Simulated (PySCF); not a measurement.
```xyz
14

C     1.5236    1.5468   -0.2126
C     1.2993    0.5740    0.4833
C     0.6275   -0.5051    1.1419
C     0.4268   -1.7365    0.2940
C    -0.8898   -1.5720    0.1924
C    -0.9421   -0.2837    0.9629
Al   -0.8981    1.3723   -0.2231
H     2.0752    2.2927   -0.7167
H     0.9765   -0.6673    2.1610
H     1.1448   -2.4381   -0.0907
H    -1.6685   -2.1444   -0.2814
H    -1.4851   -0.3671    1.9121
H    -1.0031    1.1647   -1.7571
H    -1.1877    2.7633    0.3918
```

Geometry: GFN2-xTB.

These are results of PBE0/pcSseg-1, SCF density, gas phase, non-relativistic (PySCF), not measurements.

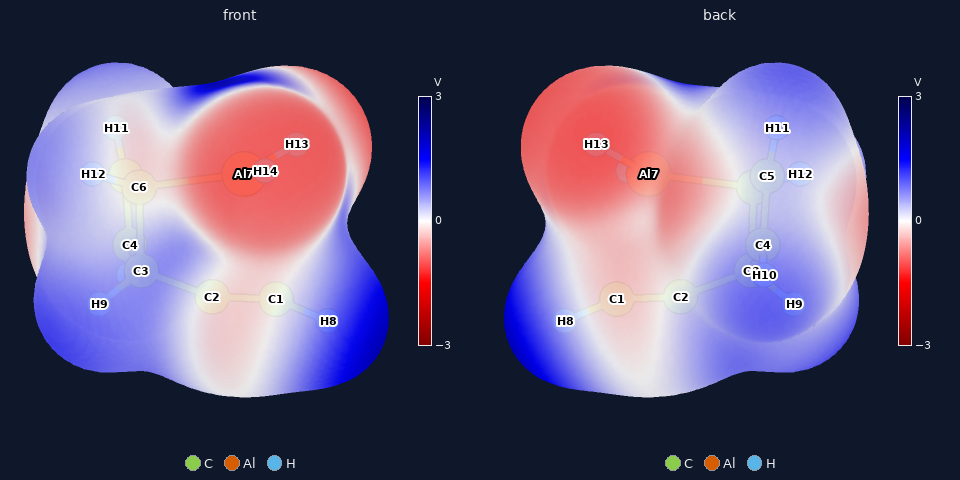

C6H7Al. The electrostatic potential painted on the density surface at 0.002 e/bohr³, seen from the front and from behind; red is negative and blue positive.

Which sites attract a positive test charge, and which a negative one?

A positive charge is drawn to the negative regions and a negative charge to the positive ones. The most negative region (about −1.0 V) lies over H13, the most positive (about +2.0 V) over Al7 and H8.

How polar is the molecule by this calculation?

Its dipole moment is 2.01 D.
